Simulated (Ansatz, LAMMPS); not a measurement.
# Glassy 68GeO2-32ZnO (mol %) (91 atoms) under strain, part 4 of 4

How stiff is glassy 68GeO2-32ZnO (mol %) (91 atoms), and how do its levels respond to strain?

Ansatz 0.2.0; Kohn-Sham DFT, PBE, PAW (set soft_1), plane waves.

The cell: 23 Ge, 11 Zn and 57 O. The quench rate of 50 K/ps is orders of magnitude faster than experiment. The network of bonds at the start is that of the classical potential that made the cell. Sampling is at Γ alone.

So far. Step 11 (Compressed by 1 % along x): The relaxation converged after 6 steps, 0.0603 eV below its start, with a largest force component of 0.013 eV/Å. Step 11 (Compressed by 1 % along x): Compressed by 1 % along x: the energy stands 0.0392 eV above that of the reference, at a pressure of 0.542 GPa.

### 12. Sheared by 2 % in xy

A shear of the relaxed cell gives the modulus that volume changes can't reach.

Input file input.yaml:

```yaml
crystal:
  lattice:
    - [11.03306, 0.0296, 0.27868]
    - [0.02747, 10.82021, 0.17922]
    - [0.28047, 0.18201, 10.95597]
  atoms:
    [... the 91 atom lines of step 4 ...]
kpoints:
  mp_grid: { grid: [1, 1, 1] }
hamiltonian:
  xc: pbe
  pseudopotentials: { kind: paw, azcp: { folder: soft_1 } }
scf:
  occupations: { method: gaussian, width: 0.05 }
output:
  forces: true
  eigenvalues: true
  stress: true
relax:
  f_tol: 0.05
  max_steps: 70
```

On the command line:

```
$ ansatz run input.yaml --threads 4 --pin off --max-ram 8192MiB --backend cpu --events-out ev --progress --plain --runs-dir out
```

Numbers of over 12 decimals in the logs are rounded to 6 here.

Output:

```text
[...]
Crystal: 91 atoms, lattice volume = 1306.712 Å³
Basis set: ecut = 420 eV, 25567 PW (Γ), exchange–correlation on 150×150×150 points (8 copies of the dense FFT grid, shifted against one another)
Bands: 489, of which v1, the nominal top of the filled ones, is band 398 counted from 1 (397 counted from 0)
Symmetry: 1 space group operations
[...]
k-points: 1
[...]
SCF iter   1: F=—  HF=-167661.202513 eV  |F-HF|=—  |Δ(HF+E_count)|=         —  Δρ=1.00e-1  dr2=9.71e1  ethr=3.10e-3  ⟨swp⟩=6.0  Hψ=1981  notcnv=0
[...]
SCF iter   9: F=—  HF=-167631.781090 eV  |F-HF|=—  |Δ(HF+E_count)|=   7.04e-5  Δρ=1.23e-4  dr2=1.49e-4  ethr=8.18e-8  ⟨swp⟩=2.0  Hψ=798  notcnv=0  defer=85
SCF iter  10: F=-167631.781080 eV  HF=-167631.781071 eV  |F-HF|=8.95e-6  |Δ(HF+E_count)|=   1.90e-5  Δρ=2.95e-5  dr2=1.17e-5  ethr=7.85e-9  ⟨swp⟩=10.0  Hψ=2601  notcnv=0
SCF 1 converged in 10 iterations: F = -167631.781080 eV  dr2 = 1.17e-5
[...]
relax step   1: F+E_penalty+E_count = -167631.78108014 eV  Δ(F+E_penalty+E_count) = +0.000e0 eV  max|allowed force component| = 5.701e-1 eV/Å  Δτ_max = 0.0000 Å  (10 SCF iters, dr2 threshold 6.25e-5 eV, accepted)
[...]
relax step   2: F+E_penalty+E_count = -167631.84382225 eV  Δ(F+E_penalty+E_count) = -6.274e-2 eV  max|allowed force component| = 2.672e-1 eV/Å  Δτ_max = 0.0219 Å  (6 SCF iters, dr2 threshold 2.03e-5 eV, accepted)
[...]
relax step   3: F+E_penalty+E_count = -167631.86882201 eV  Δ(F+E_penalty+E_count) = -2.500e-2 eV  max|allowed force component| = 5.509e-2 eV/Å  Δτ_max = 0.0254 Å  (6 SCF iters, dr2 threshold 4.46e-6 eV, accepted)
relax step   4: F+E_penalty+E_count = -167631.87062725 eV  Δ(F+E_penalty+E_count) = -1.805e-3 eV  max|allowed force component| = 6.528e-2 eV/Å  Δτ_max = 0.0250 Å  (8 SCF iters, accepted)
[...]
relax step   5: F+E_penalty+E_count = -167631.87352876 eV  Δ(F+E_penalty+E_count) = -2.902e-3 eV  max|allowed force component| = 3.796e-2 eV/Å  Δτ_max = 0.0133 Å  (8 SCF iters, accepted)
SCF converged after 8 iterations
Free energy (F): -167631.873529 eV
[...]
Internal energy: -167631.873529 eV  (E = F + TS)
E sigma→0 (E₀):  -167631.873529 eV
Fermi energy:    5.251137 eV
[...]
Σ components = -167631.873529   (vs F -167631.873529, Δ=0.00e0)
--- Forces (eV/Å), atoms counted from 1 ---
  atom   1  Ge     0.00792892    -0.00481129     0.01340577
  atom   2  Ge     0.00251452    -0.01187482     0.00154022
  atom   3  Ge    -0.00015876    -0.00047597    -0.00195655
  atom   4  Ge     0.00135113    -0.01849470     0.00846646
[...]
atom  91  O      0.00152589     0.01193202    -0.00034978
  max |Σ_I F_I| component: 1.33e-4 eV/Å
--- Stress (GPa, compression-positive) ---
        0.003137      -0.581808      -0.016904
       -0.581808      -0.000710      -0.035483
       -0.016904      -0.035484       0.014445
  P = ⅓ Tr σ = 0.0056 GPa (0.056 kbar)
--- Band table (eV) ---
[...]
--- Relaxed structure (5 steps of the walk, 5 accepted, 0 SCFs on fresh bases) ---
  F+E_penalty+E_count = -167631.87352876 eV   max|allowed force component| = 3.796e-2 eV/Å
  atoms:
    - { symbol: Ge, position: [0.589756, 0.00286543, 0.088504] }
    - { symbol: Ge, position: [0.566729, 0.546700, 0.298635] }
    - { symbol: Ge, position: [0.032651, 0.673751, 0.816135] }
    - { symbol: Ge, position: [0.339865, 0.956215, 0.460150] }
[...]
- { symbol: O, position: [0.096840, 0.814633, 0.773428] }
```

Wall time 93 s (4 threads of Arm Neoverse V2, shared host); peak memory 2 GiB.

The relaxation converged after 5 steps, 0.0924 eV below its start, with a largest force component of 0.038 eV/Å.

Sheared by 2 % in xy: the energy stands 0.0444 eV above that of the reference, at a pressure of 0.00562 GPa.

### 13. Pressure against volume

Atoms are relaxed at each volume, in the scaled cell.

| volume change (%) | volume (Å³/atom) | energy change (meV/atom) | pressure (GPa) | largest move on relaxing (Å) | bonds | gap (eV) |
| --- | --- | --- | --- | --- | --- | --- |
| -10 | 12.925 | 17.36 | 5.62 | 1.57 | 148 | 1.70 |
| -6 | 13.499 | 2.93 | 2.59 | 1.63 | 148 | 1.70 |
| -3 | 13.930 | 2.29 | 1.67 | 0.16 | 145 | 1.69 |
| +0 | 14.361 | 0.00 | -0.01 | - | 145 | 1.66 |
| +3 | 14.792 | 2.10 | -1.59 | 0.12 | 144 | 1.62 |
| +6 | 15.223 | 8.41 | -3.02 | 0.24 | 143 | 1.57 |

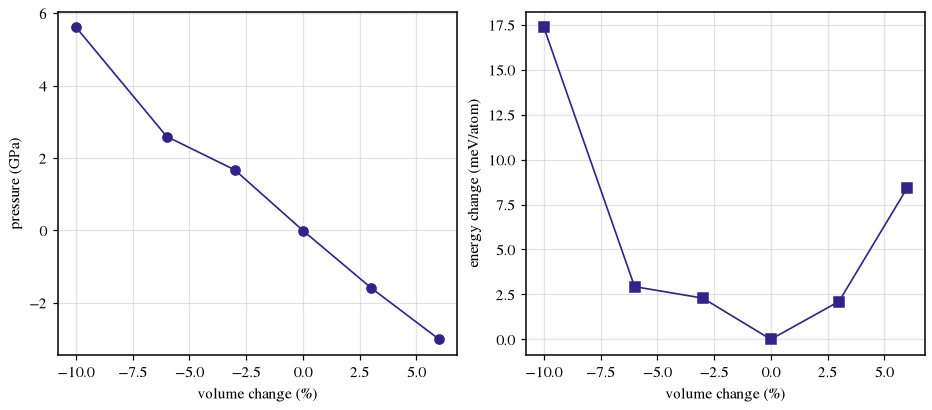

Pressure and energy against volume.

### 14. Uniaxial strain and shear

Stress (GPa, compression positive) less that of the relaxed cell, atoms relaxed:

| strain | xx | yy | zz | xy | energy change (meV/atom) |
| --- | --- | --- | --- | --- | --- |
| stretched by 1 % along x | -1.003 | -0.269 | -0.346 | 0.023 | 0.47 |
| compressed by 1 % along x | 0.987 | 0.286 | 0.376 | -0.005 | 0.43 |
| sheared by 2 % in xy | 0.011 | 0.017 | 0.012 | -0.591 | 0.49 |

### 15. What came out

The bulk modulus, from the slope of pressure against ln V over the three points nearest the relaxed volume, is 54.3 GPa; between neighbouring points the slope runs 70, 29, 55, 54 and 50 GPa from the smallest volume up, without a steady fall, so no pressure derivative is given. The count of bonds runs from 143 to 148 over the series, so at some points contacts cross the cutoffs. At -10 % and -6 % some atom moved by over 0.5 Å on relaxing, so those points may sit in another local minimum. The gap goes from 1.70 eV at the smallest volume to 1.57 eV at the largest, -0.8 eV per unit of ln V by a straight line, on the run's k-points. In the Cartesian axes of the cell, finite differences give C11 = 99.5, C12 = 27.7, C13 = 36.1 and C66 = 29.6 GPa (the shear of 2 % is the engineering strain, εxy = 0.01). The mean of C11, C12 and C13, which equals the bulk modulus in a cubic or isotropic solid, is 54.5 GPa: it agrees with the bulk modulus within 10 %. For an isotropic solid C66 would equal (C11 − C12)/2 = 35.9 GPa; so small a sample needn't be isotropic, and C66 rests on one shear. With the bulk modulus and C66 as K and G, Young's modulus would be about 75 GPa and Poisson's ratio 0.27.

Caveats: Strains are finite and relaxations stop at the force tolerance of the input, which can leave moduli too stiff; they are those of a static cell at zero temperature. Volumes are changed with the cell's shape held, so in an anisotropic solid the modulus lies over the one under free hydrostatic load. The program notes that the SCF threshold of the relaxations is loose for the stress.

The DFT runs together took 32 min of wall time.

[Logs are printed without paths, hosts, clocks, repeated set-up lines and the standing remarks that a program may print on its own settings, such as how far it seeks lower states.]

[Hosts, paths, dates, database ids (printed as entryN), source tags and the programs' standing remarks are cut or masked in the printed files.]
